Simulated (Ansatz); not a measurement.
Band structure of SrOsO3 (Pm-3m, 5 atoms in the cell).

```yaml
crystal:
  lattice:
    - [3.99875, 0.00000, 0.00000]
    - [0.00000, 3.99875, 0.00000]
    - [0.00000, 0.00000, 3.99875]
  atoms:
    - { symbol: Sr, position: [0.00000, 0.00000, 0.00000] }
    - { symbol: Os, position: [0.50000, 0.50000, 0.50000], spin: 1.0 }
    - { symbol: O, position: [0.50000, 0.50000, 0.00000] }
    - { symbol: O, position: [0.00000, 0.50000, 0.50000] }
    - { symbol: O, position: [0.50000, 0.00000, 0.50000] }
```
(The spins are starting values, not results.)

Method: LDA (PW92), PAW files made with PBE (plane waves; Ansatz, a first-principles code).

Settings: kpoints.mp_grid.grid = 7 7 7; hamiltonian.xc = lda; hamiltonian.pseudopotentials = {kind: paw} (the program's default PAW files); magnetization.spin_polarized = true; scf.occupations.method = fermi_dirac; scf.occupations.width = 0.136 eV; kpoints.band_path.npoints = 8.

The starting cell comes from a database of computed structures (which also holds hypothetical and non-ambient phases and stackings), without a prior relaxation at this level. Its lattice was rescaled by a random factor within 2.5 % of one. Spin-orbit coupling is off. The starting moments vanished: the run ended non-magnetic. The program warned that a starting moment was not kept.

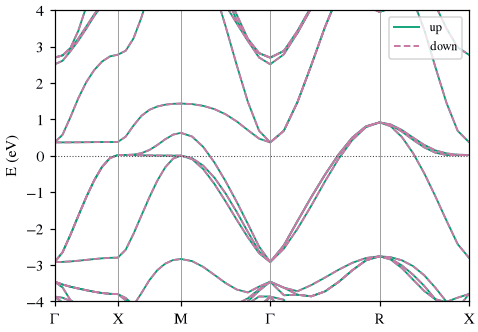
Figure: Bands along the path, energies from the Fermi level.

Levels in eV from the Fermi level, bands 18 to 25 of the first spin channel:
```
point     18     19     20     21     22     23    24    25
-----  -----  -----  -----  -----  -----  -----  ----  ----
Γ      -3.46  -3.46  -3.46  -2.92  -2.92  -2.92  0.37  0.37
X      -4.57  -3.80  -3.80  -2.80   0.02   0.02  0.38  2.78
M      -4.30  -4.30  -2.83   0.01   0.01   0.63  1.44  4.96
R      -2.76  -2.76  -2.76   0.92   0.92   0.92  3.95  3.95
```

Bands cross the Fermi level along this path, so the cell is metallic at this level.

The net moment of the cell came out as 0.00 μB.

Keys are those of Ansatz 0.2.
